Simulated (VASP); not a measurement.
Data:

```yaml
crystal:
  lattice:
    - [0.00000, 2.27476, 2.27476]
    - [2.27476, 0.00000, 2.27476]
    - [2.27476, 2.27476, 0.00000]
  atoms:
    - { symbol: Zr, position: [0.00000, 0.00000, 0.00000] }
    - { symbol: N, position: [0.50000, 0.50000, 0.50000] }
```

Method: AM05 GGA, VASP's PBE PAW potentials (set 64) (plane waves; VASP). Settings: 520 eV cut-off, 15×15×15 Γ-centred mesh, tetrahedra with Blöchl corrections, potentials Zr_sv N.

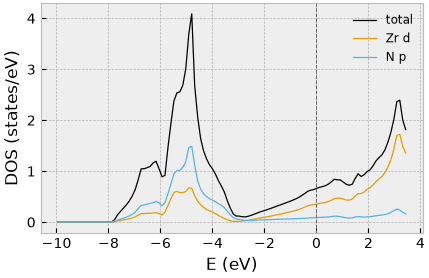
Total and projected density of states, zero at the Fermi level

Within 2 eV below the Fermi level the largest weight inside VASP's projection spheres is Zr d, then N p.

It has no gap at this level: it comes out as a metal or semimetal.

The compound is ZrN in the rock salt structure. It was relaxed first. The electron count is odd and the run is not spin-polarised, which forces a metal.
